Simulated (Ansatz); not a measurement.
# C₉H₁₇GeNSi: up Jacob's ladder to CCSD(T), part 2 of 2

Ansatz 0.2.0, Gaussian basis; functionals in def2-TZVPP, the program's frozen cores in correlated methods. The steps go on from the part before.

### 16 ωB97X-V (range-separated)

The input, in.yaml:

```yaml
crystal:
  periodic: [false, false, false]
  atoms:
    - {symbol: C, position_ang: [-1.637745, 1.754852, 2.015788]}
    - {symbol: Si, position_ang: [-0.123423, 0.917265, 1.298887]}
    - {symbol: C, position_ang: [0.239598, -0.631470, 2.277958]}
    - {symbol: C, position_ang: [1.313871, 2.113782, 1.408785]}
    - {symbol: N, position_ang: [-0.495224, 0.478876, -0.356464]}
    - {symbol: Ge, position_ang: [-1.708237, 1.450927, -1.364357]}
    - {symbol: C, position_ang: [0.091578, -0.636152, -0.977122]}
    - {symbol: C, position_ang: [-0.676460, -1.530339, -1.727040]}
    - {symbol: C, position_ang: [-0.097772, -2.628453, -2.341119]}
    - {symbol: C, position_ang: [1.260386, -2.874681, -2.209628]}
    - {symbol: C, position_ang: [2.033470, -1.996663, -1.464575]}
    - {symbol: C, position_ang: [1.461468, -0.887030, -0.865699]}
    - {symbol: H, position_ang: [-2.526269, 1.124782, 1.923674]}
    - {symbol: H, position_ang: [-1.474055, 1.942828, 3.081031]}
    - {symbol: H, position_ang: [-1.851130, 2.717764, 1.546288]}
    - {symbol: H, position_ang: [0.385586, -0.375801, 3.331449]}
    - {symbol: H, position_ang: [-0.596126, -1.332732, 2.212572]}
    - {symbol: H, position_ang: [1.135409, -1.148078, 1.929989]}
    - {symbol: H, position_ang: [1.458069, 2.448738, 2.440354]}
    - {symbol: H, position_ang: [1.127524, 2.998647, 0.793941]}
    - {symbol: H, position_ang: [2.252021, 1.666659, 1.071835]}
    - {symbol: H, position_ang: [-1.306482, 1.291430, -2.836764]}
    - {symbol: H, position_ang: [-3.154134, 0.954972, -1.158590]}
    - {symbol: H, position_ang: [-1.619858, 2.920434, -0.920187]}
    - {symbol: H, position_ang: [-1.747001, -1.371443, -1.809974]}
    - {symbol: H, position_ang: [-0.719707, -3.304865, -2.916993]}
    - {symbol: H, position_ang: [1.711488, -3.737302, -2.684975]}
    - {symbol: H, position_ang: [3.099468, -2.166554, -1.359981]}
    - {symbol: H, position_ang: [2.084187, -0.188694, -0.318788]}
basis:
  gaussian: {orbitals: def2-TZVPP}
hamiltonian: {xc: {name: wB97X-V}}
output: {orbitals: {seedname: orbitals}}
```

On the command line:

```bash
$ ansatz run in.yaml --threads 11 --pin off --events-out ev --progress --plain --max-ram 174080MiB --backend cuda --devices 0, --max-vram 75GiB
```

Log:

```text
Functional definition: wB97X-V
  name "wB97X-V"
  cite "Mardirossian & Head-Gordon, Phys. Chem. Chem. Phys. 16, 9904 (2014) doi:10.1039/C3CP54374A"
  cite "Becke, J. Chem. Phys. 107, 8554 (1997) doi:10.1063/1.475007"
  cite "Vydrov & Van Voorhis, J. Chem. Phys. 133, 244103 (2010) doi:10.1063/1.3521275"
  parameter omega = 0.3/bohr
  parameter cx = 0.167
  parameter cx1 = 0.603
  parameter cx2 = 1.194
  parameter css0 = 0.556
  parameter css1 = -0.257
  parameter cos0 = 1.219
  parameter cos1 = -1.850
  parameter b = 6.0
  parameter c = 0.01
  exchange = spin_sum(e_x_unif_sr(omega)*poly(b97_u_x, 1 - cx, cx1, cx2)) + cx*exact_x_sr(omega) + exact_x_lr(omega)
  correlation = spin_sum(e_c_pw_same_spin*poly(b97_u_same, css0, css1))
      + integral(e_c_pw_opposite_spin*poly(b97_u_opposite, cos0, cos1)) + vv10(b, c)
3458 factors; their error is unknown
843 factors; integrals over basis functions are off by at most 7.7e-6 eV
mean field evaluation 1: about -75480.3037 eV, gradient 7.7e1 eV
mean field evaluation 2: about -75486.2228 eV, gradient 5.9e1 eV
mean field evaluation 4: about -75492.9825 eV, gradient 3.9e0 eV
mean field evaluation 8: about -75493.0328 eV, gradient 7.3e-2 eV
mean field evaluation 16: about -75493.1855 eV, gradient 3.2e-4 eV
mean field -75493.18552539 eV, -2774.3233969391 hartree, gradient 1.7e-5 eV, S^2 0.000000; 0 other end points of the search recorded, 0 dependent functions left out
reference -75493.18552216 eV, -2774.3233968204 hartree; 62, 62 occupied and 576, 576 virtual orbitals, 3458 factors
Total energy: -75493.18552216 eV, -2774.3233968204 hartree
```

Wall time 6.5 s (1 × H100 with 11 threads of AMD EPYC 7R13, shared host); peak host memory 1.4 GiB.

Atomisation energy: 12007.5 kJ/mol (free atoms -75368.737 eV, run apart). HOMO -8.22 eV, LUMO 1.85 eV.

### 17 ωB97M-V (range-separated)

Edit in.yaml of step 16 so:

```diff
@@ -34,3 +34,3 @@
   gaussian: {orbitals: def2-TZVPP}
-hamiltonian: {xc: {name: wB97X-V}}
-output: {orbitals: {seedname: orbitals}}
+hamiltonian: {xc: {name: wB97M-V}}
+output: {forces: true, orbitals: {seedname: orbitals}}
```

Same command.

Log, shortened:

```text
Functional definition: wB97M-V
  name "wB97M-V"
  cite "Mardirossian & Head-Gordon, J. Chem. Phys. 144, 214110 (2016) doi:10.1063/1.4952647"
  cite "Becke, J. Chem. Phys. 107, 8554 (1997) doi:10.1063/1.475007"
  cite "Vydrov & Van Voorhis, J. Chem. Phys. 133, 244103 (2010) doi:10.1063/1.3521275"
  # Of w^i u^j: cxij and so on, Table III.
[...]
  gx(w, u) = 1 - cx + cx01*u + cx10*w
[...]
Atom 25 at    -0.719707    -3.304865    -2.916993 Å, force     0.047627     0.049847     0.040908 eV/Å
Atom 26 at     1.711488    -3.737302    -2.684975 Å, force    -0.032756     0.062154     0.035451 eV/Å
Atom 27 at     3.099468    -2.166554    -1.359981 Å, force    -0.077581     0.009811    -0.006927 eV/Å
Atom 28 at     2.084187    -0.188694    -0.318788 Å, force    -0.032230    -0.036172    -0.019948 eV/Å
Dipole moment:    -0.030288     0.076013     0.093667 e Å
```

It took 9 s on 1 × H100 with 11 threads of AMD EPYC 7R13, shared host; peak host memory 1.6 GiB.

With the free atoms at this level, -75369.238 eV in sum, the atomisation energy is 12005.2 kJ/mol. HOMO -8.17 eV, LUMO 1.74 eV.

### 18 B2PLYP (double hybrid)

Edit in.yaml of step 17 so:

```diff
@@ -34,3 +34,2 @@
   gaussian: {orbitals: def2-TZVPP}
-hamiltonian: {xc: {name: wB97M-V}}
-output: {forces: true, orbitals: {seedname: orbitals}}
+hamiltonian: {xc: {name: B2PLYP}}
```

Launched as before.

Log, shortened:

```text
Functional definition: B2PLYP
  name "B2PLYP"
  cite "Grimme, J. Chem. Phys. 124, 034108 (2006) doi:10.1063/1.2148954"
  cite "Becke, Phys. Rev. A 38, 3098 (1988) doi:10.1103/PhysRevA.38.3098"
  cite "Lee, Yang & Parr, Phys. Rev. B 37, 785 (1988) doi:10.1103/PhysRevB.37.785"
[...]
3764 factors; integrals over basis functions are off by at most 1.1e-3 eV
[...]
mean field -75460.57063035 eV, -2773.1248216535 hartree, gradient 5.1e-6 eV, S^2 0.000000; 0 other end points of the search recorded, 0 dependent functions left out
24 core orbitals not correlated: weight in the atoms' cores, before any rotation towards them, 1.000 or more for the frozen orbitals, at most 0.000 for the correlated occupied ones
reference -75460.57090939 eV, -2773.1248319081 hartree; 38, 38 occupied and 576, 576 virtual orbitals, 3764 factors
second order -68.89518942 eV of doubles, -0.00000000 eV of singles
Total energy: -75479.17261054 eV, -2773.8084318165 hartree
```

Run time: 6 s. Hardware: 1 × H100 with 11 threads of AMD EPYC 7R13, shared host; peak host memory 4.3 GiB.

With the free atoms at this level, -75356.294 eV in sum, the atomisation energy is 11856.0 kJ/mol.

### 19 PBE-QIDH (double hybrid)

Edit in.yaml of step 18 so:

```diff
@@ -34,2 +34,2 @@
   gaussian: {orbitals: def2-TZVPP}
-hamiltonian: {xc: {name: B2PLYP}}
+hamiltonian: {xc: {name: PBE-QIDH}}
```

Launched as before.

Log, shortened:

```text
Functional definition: PBE-QIDH
  name "PBE-QIDH"
  cite "Brémond, Sancho-García, Pérez-Jiménez & Adamo, J. Chem. Phys. 141, 031101 (2014) doi:10.1063/1.4890314"
  cite "Perdew, Burke & Ernzerhof, Phys. Rev. Lett. 77, 3865 (1996) doi:10.1103/PhysRevLett.77.3865"
[...]
3764 factors; integrals over basis functions are off by at most 1.1e-3 eV
[...]
mean field -75444.62653045 eV, -2772.5388867896 hartree, gradient 4.0e-6 eV, S^2 0.000000; 0 other end points of the search recorded, 0 dependent functions left out
24 core orbitals not correlated: weight in the atoms' cores, before any rotation towards them, 1.000 or more for the frozen orbitals, at most 0.000 for the correlated occupied ones
reference -75444.62655091 eV, -2772.5388875413 hartree; 38, 38 occupied and 576, 576 virtual orbitals, 3764 factors
second order -63.96872132 eV of doubles, -0.00000000 eV of singles
Total energy: -75465.94945802 eV, -2773.3224899243 hartree
```

Wall time 6 s (1 × H100 with 11 threads of AMD EPYC 7R13, shared host); peak host memory 4.3 GiB.

With the free atoms at this level, -75341.731 eV in sum, the atomisation energy is 11985.3 kJ/mol.

### 20 Frontier levels by functional

Dipoles come from the runs that computed forces. Levels, from each run's orbital file:

| functional | HOMO (eV) | LUMO (eV) | gap (eV) | dipole (D) |
| --- | --- | --- | --- | --- |
| LDA (SPW92) | -5.22 | -1.34 | 3.88 |  |
| PBE-D4 | -5.05 | -1.09 | 3.96 | 0.79 |
| revPBE-D4 | -4.99 | -0.99 | 3.99 |  |
| BLYP-D4 | -4.90 | -0.93 | 3.96 |  |
| r2SCAN-D4 | -5.24 | -0.92 | 4.32 | 0.77 |
| B97M-V | -5.30 | -0.88 | 4.42 |  |
| PBE0-D4 | -6.09 | -0.20 | 5.89 |  |
| B3LYP-D4 | -5.89 | -0.39 | 5.50 | 0.67 |
| r2SCANh-D4 | -5.63 | -0.59 | 5.04 |  |
| r2SCAN0-D4 | -6.22 | -0.11 | 6.11 |  |
| HSE06-D4 | -5.71 | -0.58 | 5.13 |  |
| BHLYP-D4 | -6.97 | 0.81 | 7.77 |  |
| CAM-B3LYP-D4 | -7.29 | 0.87 | 8.16 |  |
| LC-ωPBE | -8.53 | 1.89 | 10.42 |  |
| ωB97X-V | -8.22 | 1.85 | 10.08 |  |
| ωB97M-V | -8.17 | 1.74 | 9.91 | 0.60 |

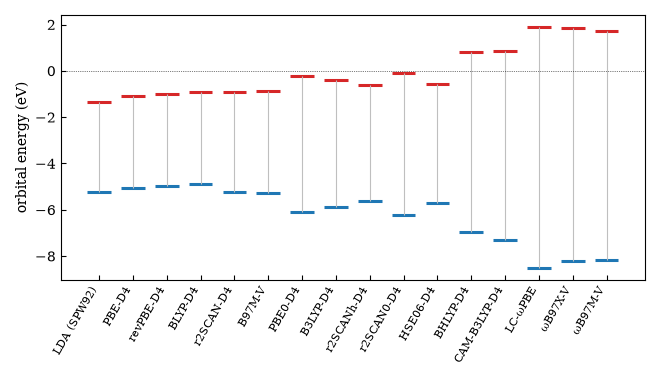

Highest occupied (blue) and lowest empty (red) level by functional.

### 21 CCSD(T) in def2-SVP

Edit in.yaml of step 19 so:

```diff
@@ -33,3 +33,3 @@
 basis:
-  gaussian: {orbitals: def2-TZVPP}
-hamiltonian: {xc: {name: PBE-QIDH}}
+  gaussian: {orbitals: def2-SVP}
+correlation: {method: ccsd_t}
```

Same command.

Log, shortened:

```text
Functional definition: HF
  name "HF"
  cite "Fock, Z. Phys. 61, 126 (1930) doi:10.1007/BF01340294"
  parent pbe
[...]
2815 factors; integrals over basis functions are off by at most 1.5e-3 eV
[...]
mean field -75344.82617964 eV, -2768.8712915441 hartree, gradient 1.9e-6 eV, S^2 0.000000; 0 other end points of the search recorded, 0 dependent functions left out; unrestricted orbitals would lower it
[...]
reference -75344.82617964 eV, -2768.8712915441 hartree; 38, 38 occupied and 213, 213 virtual orbitals, 2815 factors
second order -46.82170127 eV of doubles, -0.00000000 eV of singles
cycle   1  -47.85606111 eV  change    -1.0e0 eV  update   1.6e-1
[...]
cycle   9  -49.50004598 eV  change   -2.0e-5 eV  update   3.7e-5
perturbative correction -1.86830866 eV, -0.0686590770 hartree
Total energy: -75396.19453428 eV, -2770.7590437586 hartree
```

Wall time 9 s (1 × H100 with 11 threads of AMD EPYC 7R13, shared host); peak host memory 0.92 GiB.

### 22 CCSD(T) in def2-TZVPP

Edit in.yaml of step 21 so:

```diff
@@ -33,3 +33,4 @@
 basis:
-  gaussian: {orbitals: def2-SVP}
+  gaussian: {orbitals: def2-TZVPP}
 correlation: {method: ccsd_t}
+output: {orbitals: {seedname: orbitals}}
```

Same command.

Log, shortened:

```text
Functional definition: HF
  name "HF"
  cite "Fock, Z. Phys. 61, 126 (1930) doi:10.1007/BF01340294"
  parent pbe
[...]
3764 factors; integrals over basis functions are off by at most 1.1e-3 eV
[...]
mean field -75366.95195807 eV, -2769.6843989043 hartree, gradient 1.4e-6 eV, S^2 0.000000; 0 other end points of the search recorded, 0 dependent functions left out; unrestricted orbitals would lower it
[...]
reference -75366.95195807 eV, -2769.6843989043 hartree; 38, 38 occupied and 576, 576 virtual orbitals, 3764 factors
second order -56.62412422 eV of doubles, -0.00000000 eV of singles
cycle   1  -56.83395970 eV  change   -2.1e-1 eV  update   1.7e-1
[...]
cycle   9  -58.65330003 eV  change   -7.6e-5 eV  update   5.4e-5
perturbative correction -2.76805262 eV, -0.1017240576 hartree
Total energy: -75428.37331072 eV, -2771.9415919812 hartree
```

Wall time 1.7 min (1 × H100 with 11 threads of AMD EPYC 7R13, shared host); peak host memory 4 GiB.

### 23 MP2 in def2-QZVPP

Edit in.yaml of step 22 so:

```diff
@@ -33,4 +33,3 @@
 basis:
-  gaussian: {orbitals: def2-TZVPP}
-correlation: {method: ccsd_t}
-output: {orbitals: {seedname: orbitals}}
+  gaussian: {orbitals: "def2-QZVPP.json"}
+correlation: {method: mp2}
```

Launched as before.

Log, shortened:

```text
Functional definition: HF
  name "HF"
  cite "Fock, Z. Phys. 61, 126 (1930) doi:10.1007/BF01340294"
  parent pbe
[...]
7428 factors; integrals over basis functions are off by at most 8.9e-4 eV
[...]
mean field -75368.82638803 eV, -2769.7532829347 hartree, gradient 1.4e-6 eV, S^2 0.000000; 0 other end points of the search recorded, 0 dependent functions left out; unrestricted orbitals would lower it
[...]
24 core orbitals not correlated: weight in the atoms' cores, before any rotation towards them, 1.000 or more for the frozen orbitals, at most 0.000 for the correlated occupied ones
reference -75368.82638803 eV, -2769.7532829347 hartree; 38, 38 occupied and 1177, 1177 virtual orbitals, 7428 factors
second order -66.95137369 eV of doubles, -0.00000000 eV of singles
Total energy: -75435.77776172 eV, -2772.2137005364 hartree
```

Wall time 13 s (1 × H100 with 11 threads of AMD EPYC 7R13, shared host); peak host memory 2.2 GiB.

The pieces so far (eV):

| basis | HF | MP2 correlation | CCSD correlation | (T) | total |
| --- | --- | --- | --- | --- | --- |
| def2-SVP | -75344.8262 | -46.8217 | -49.5000 | -1.8683 | -75396.1945 |
| def2-TZVPP | -75366.9520 | -56.6241 | -58.6533 | -2.7681 | -75428.3733 |
| def2-QZVPP | -75368.8264 | -66.9514 |  |  | -75435.7778 (MP2) |

The report of the def2-TZVPP run gives T1 = 0.0111.

### 24 Extrapolating to the complete basis

No new run: Hartree-Fock is extrapolated as exp(−7.88√X) and correlation as X^−2.97, with X = 3 and 4; only MP2 was run in the larger set, so CCSD(T) minus MP2 is added from the smaller one.

| level | energy at the limit (eV) |
| --- | --- |
| HF | -75369.0846 |
| MP2 | -75443.6858 |
| CCSD | -75445.7149 |
| CCSD(T) | -75448.4830 |

This is no true limit for total energies: MP2 correlation changes by a factor of 1.18 from triple to quadruple zeta (about 1.07 in light molecules), because outer-core shells are correlated in sets not made for them. Much of that cancels between molecule and atoms or ions.

### 25 RPA on PBE orbitals

Edit in.yaml of step 23 so:

```diff
@@ -33,3 +33,4 @@
 basis:
-  gaussian: {orbitals: "def2-QZVPP.json"}
-correlation: {method: mp2}
+  gaussian: {orbitals: def2-TZVPP}
+hamiltonian: {xc: pbe}
+correlation: {method: rpa}
```

Launched as before.

Log, shortened:

```text
Functional definition: PBE
  name "PBE"
  cite "Perdew, Burke & Ernzerhof, Phys. Rev. Lett. 77, 3865 (1996) doi:10.1103/PhysRevLett.77.3865"
  parent pbe
[...]
3764 factors; integrals over basis functions are off by at most 1.1e-3 eV
[...]
mean field -75474.68065822 eV, -2773.6433556137 hartree, gradient 1.2e-6 eV, S^2 0.000000; 0 other end points of the search recorded, 0 dependent functions left out
24 core orbitals not correlated: weight in the atoms' cores, before any rotation towards them, 1.000 or more for the frozen orbitals, at most 0.000 for the correlated occupied ones
reference -75363.26181472 eV, -2769.5487886373 hartree; 38, 38 occupied and 576, 576 virtual orbitals, 3764 factors
Total energy: -75455.28415425 eV, -2772.9305472402 hartree
```

It took 6 s on 1 × H100 with 11 threads of AMD EPYC 7R13, shared host; peak host memory 4.2 GiB.

RPA correlation: -92.022 eV. No RPA run of the hydrogen atom was made, so RPA has no atomisation energy below.

### 26 The ladder

Atomisation energy = energies of 9 C, 1 Si, 1 N, 1 Ge, 17 H (separate runs, same level) minus the molecule's; electronic only, no spin-orbit term.

Differences are taken before rounding.

| method | rung | atoms, summed (eV) | atomisation energy (kJ/mol) | from CCSD(T)/CBS (kJ/mol) | time |
| --- | --- | --- | --- | --- | --- |
| LDA (SPW92) | LDA | -75141.508 | 13666.3 | +1698.5 | 4 s |
| PBE-D4 | GGA | -75348.709 | 12252.6 | +284.8 | 4.2 s |
| revPBE-D4 | GGA | -75371.316 | 11991.1 | +23.4 | 4.3 s |
| BLYP-D4 | GGA | -75376.246 | 11954.8 | -13.0 | 4.1 s |
| r2SCAN-D4 | meta-GGA | -75370.660 | 12033.8 | +66.1 | 7 s |
| B97M-V | meta-GGA | -75365.846 | 12042.8 | +75.1 | 4.5 s |
| PBE0-D4 | hybrid | -75354.164 | 12087.9 | +120.2 | 3.3 s |
| B3LYP-D4 | hybrid | -75381.883 | 11998.2 | +30.5 | 6.5 s |
| r2SCANh-D4 | hybrid | -75370.562 | 11976.8 | +9.1 | 5.5 s |
| r2SCAN0-D4 | hybrid | -75370.449 | 11895.7 | -72.1 | 4 s |
| HSE06-D4 | hybrid | -75353.220 | 12094.1 | +126.4 | 4.4 s |
| BHLYP-D4 | hybrid | -75374.909 | 11706.8 | -260.9 | 4.7 s |
| CAM-B3LYP-D4 | range-separated | -75375.828 | 12034.2 | +66.4 | 5.5 s |
| LC-ωPBE | range-separated | -75361.209 | 11951.8 | -15.9 | 4.4 s |
| ωB97X-V | range-separated | -75368.737 | 12007.5 | +39.8 | 6.5 s |
| ωB97M-V | range-separated | -75369.238 | 12005.2 | +37.5 | 9 s |
| B2PLYP | double hybrid | -75356.294 | 11856.0 | -111.8 | 6 s |
| PBE-QIDH | double hybrid | -75341.731 | 11985.3 | +17.6 | 6 s |
| HF/def2-TZVPP | wavefunction | -75274.958 | 8876.1 | -3091.6 |  |
| MP2/def2-TZVPP | wavefunction | -75300.210 | 11903.0 | -64.7 |  |
| CCSD/def2-TZVPP | wavefunction | -75306.327 | 11508.6 | -459.1 |  |
| CCSD(T)/def2-SVP | wavefunction | -75277.653 | 11437.5 | -530.2 | 9 s |
| CCSD(T)/def2-TZVPP | wavefunction | -75307.126 | 11698.6 | -269.1 | 1.7 min |
| MP2/CBS | wavefunction | -75317.531 | 12172.1 | +204.4 |  |
| CCSD(T)/CBS | wavefunction | -75324.446 | 11967.7 | 0 | 1.9 min |

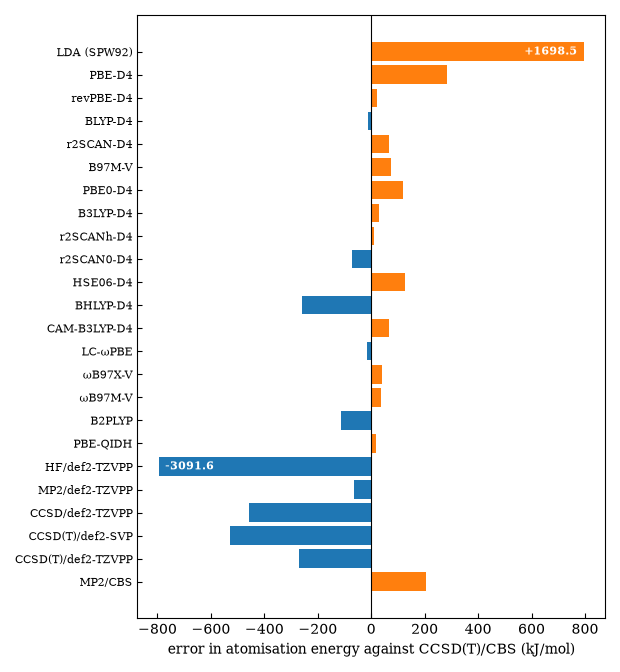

Error of each method against CCSD(T)/CBS. Bars with a number in them are cut short.

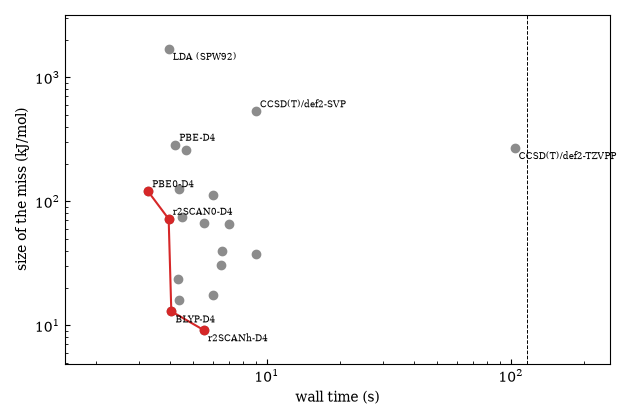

Accuracy for the time spent; red marks the levels that beat every quicker one drawn (of those quicker than the yardstick), and the dashed line is the time of CCSD(T)/CBS. Only those levels and the largest misses are named. Times are from a shared host. Runs this short are mostly start-up, so their order is noise.

LDA (SPW92), LC-ωPBE, B2PLYP, PBE-QIDH carry no dispersion term (for B3LYP, D4 adds 155.3 kJ/mol).

Times are those of the molecule's run; HF, MP2 and CCSD come out of the CCSD(T) runs, and the limit's time is the sum of the runs that it needs.

### 27 What came out

What follows sums up all 2 parts.

| quantity | value |
| --- | --- |
| atomisation energy, CCSD(T)/CBS | 11967.7 kJ/mol |
| functionals within 119.7 kJ/mol (1.0 %) | revPBE-D4, BLYP-D4, r2SCAN-D4, B97M-V, B3LYP-D4, r2SCANh-D4, r2SCAN0-D4, CAM-B3LYP-D4, LC-ωPBE, ωB97X-V, ωB97M-V, B2PLYP, PBE-QIDH |
| farthest beyond LDA | PBE-D4 (+284.8 kJ/mol) |
| mean size of error, GGA | 107.1 kJ/mol |
| mean size of error, meta-GGA | 70.6 kJ/mol |
| mean size of error, hybrid | 103.2 kJ/mol |
| mean size of error, range-separated | 39.9 kJ/mol |
| mean size of error, double hybrid | 64.7 kJ/mol |
| gap, smallest and largest | 3.88 eV (LDA (SPW92)), 10.42 eV (LC-ωPBE) |
| T1 diagnostic | 0.0111 |
| triples share of the correlation energy | 4.5 % |

In words: LDA overbinds by 1698.5 kJ/mol (14 %). PBE-D4 misses by +284.8 kJ/mol. Double hybrids carry the basis error of their MP2 part in triple zeta, and no dispersion term here, so their miss is partly the set-up's. The rungs range-separated, double hybrid, meta-GGA, hybrid, GGA miss on average by less than the doubt on the reference (119.7 kJ/mol), so they tie. Misses under about 119.7 kJ/mol are within the doubt on the reference itself, which lacks core-valence correlation, relativity and higher excitations, and its outer-core shells are covered unevenly. Hartree-Fock recovers 74 % of the binding; the rest is correlation. CCSD(T) in def2-SVP is off by -530.2 kJ/mol, more than most functionals: a good method in a small basis is no reference. The gap grows from 3.9 to 10.4 eV across the functionals, mostly with the share of exact exchange. The restricted reference is unstable towards a spin-broken one. Correlated methods include outer-core shells of Ge, which these sets cover unevenly.

For cost: r2SCANh-D4 gets within 9.1 kJ/mol in 5.5 s, where CCSD(T)/CBS took 1.9 min.
